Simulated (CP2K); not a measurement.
Consider acetyl fluoride at its PBE geometry (Å).

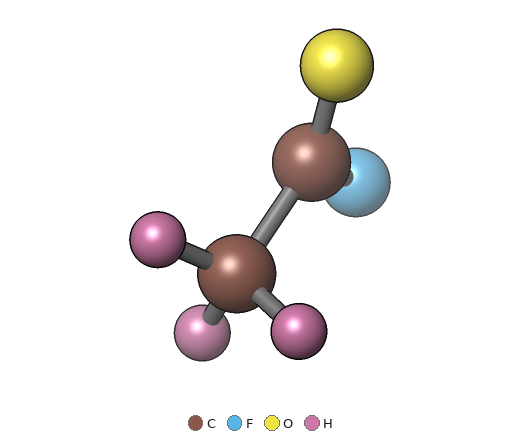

The molecule (carbon brown, fluorine blue, oxygen yellow, hydrogen pink).

```xyz
7

C    -0.6492   -0.1366   -0.0256
C     0.7924    0.2676   -0.0041
F     1.6298   -0.8455    0.1237
O     1.2627    1.3669   -0.0624
H    -1.0657    0.0260    0.9791
H    -0.7750   -1.1900   -0.2906
H    -1.1950    0.5116   -0.7201
```

Method: CP2K XAS_TDP, all-electron GAPW, PBEh(45%), aug-cc-pVDZ, TDA, no relativity.

Question: Predict the bright core excitations at the F K edge.

Leading lines: F3 682.22 eV. The leading line of an atom is its first one with 35 % of the strongest within 2.5 eV of its lowest line over the strength cut. 

The first six lines of each atom with a strength over 0.0015:

```tsv
atom	energy (eV)	states	strength, one atom
F3 (bonded to C)	682.22	1	0.0116
	683.67	1	0.0252
	684.89	1	0.0131
	685.75	1	0.0018
	686.04	1	0.0021
	686.76	1	0.0019
```

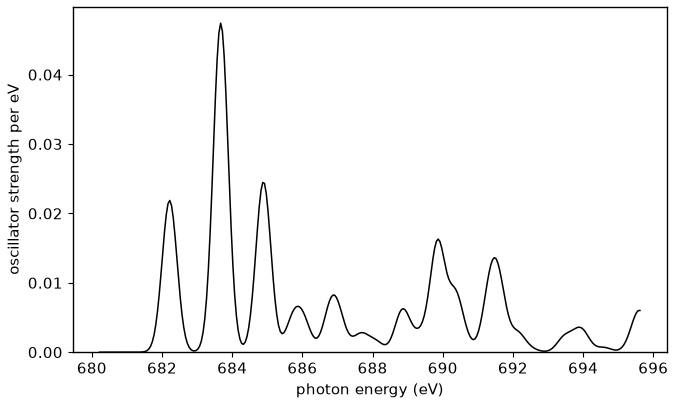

All atoms added, broadened by 0.5 eV.

Lines are vertical, at one geometry, with no vibrational structure. Without a correction of the core level, line positions, and the gaps between valence and Rydberg lines, follow the share of exact exchange. These values hold no scalar relativity, about 0.7 eV for F 1s. Rydberg lines, and the discretised continuum above threshold, depend on the basis and the box.

[Banner, clock and machine lines of the logs are left out without a mark of their own.]

[Logs are printed without paths, hosts, clocks, repeated set-up lines and the standing remarks that a program may print on its own settings, such as how far it seeks lower states.]

[Hosts, paths, dates, database ids (printed as entryN), source tags and the programs' standing remarks are cut or masked in the printed files.]
